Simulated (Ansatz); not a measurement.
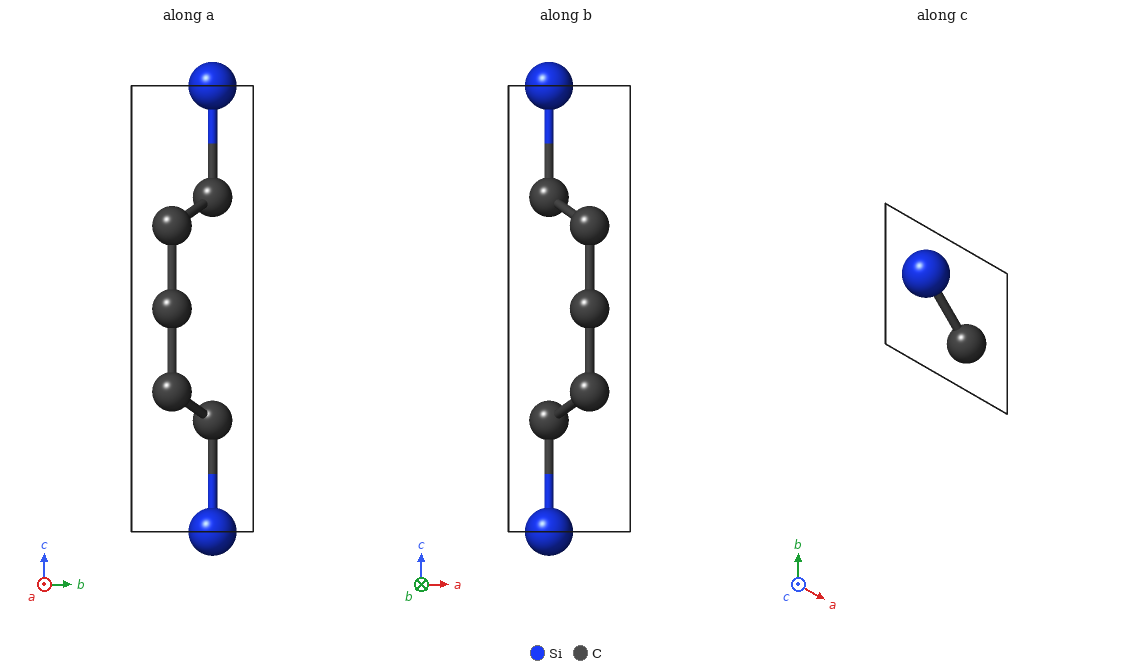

We look at a ball-and-stick model of the crystal along the a axis, along the b axis and along the c axis. The conventional unit cell is outlined; an atom on or near a face, edge or corner is repeated at each equivalent position.

Lattice parameters: a = 2.518 Å, b = 2.518 Å, c = 7.996 Å, α = 90.00°, β = 90.00°, γ = 120.00°.

### Transcribe the picture into a table of Wyckoff sites, with free fractional coordinates to two decimals.

Space group P-6m2 (No. 187).
```tsv
atom	site	x	y	z
Si	1c	0.3333	0.6667	0.00
C	2h	0.3333	0.6667	0.25
C	2i	0.6667	0.3333	0.31
C	1f	0.6667	0.3333	0.50
```

Provenance: a structure type filled with these elements by a generator (whether the compound takes this form wasn't checked). Earlier steps of the study may have refined or changed the cell and positions. It was run through Ansatz as a DFT input.
